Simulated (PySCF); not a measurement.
# HN: the cost of one run

The runs use PySCF 2.14.0, with density-fitted response routines of our own; the level of theory stands in each step. All values are computed, except where a source is named. Atoms are numbered from 0 throughout.

## 1. The molecule as given

2 atoms, charge 0, multiplicity 3; geometry from: GFN2-xTB.

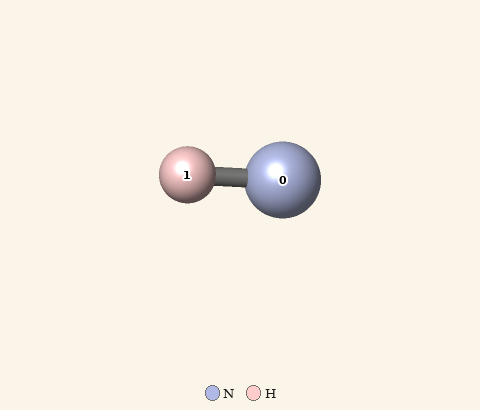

As it starts; nitrogen light blue, hydrogen pink, atoms numbered.

## 2. Optimising the geometry at PBE0-D3(BJ)/def2-TZVP

The job: settings as JSON, then the geometry in Å.

```
{"job": {"xc": "PBE0", "basis": "def2-TZVP", "d3": "d3bj", "grid": 2, "kind": "geom"}, "charge": 0, "multiplicity": 3}
N      0.000000     0.000000     0.000000
H      0.000000     0.000000     1.022880
```

Q: Estimate the wall time of this first job on 1 thread of Intel Xeon Platinum 8375C at 2.90GHz (Ice Lake), shared host.

About 1.7 s.
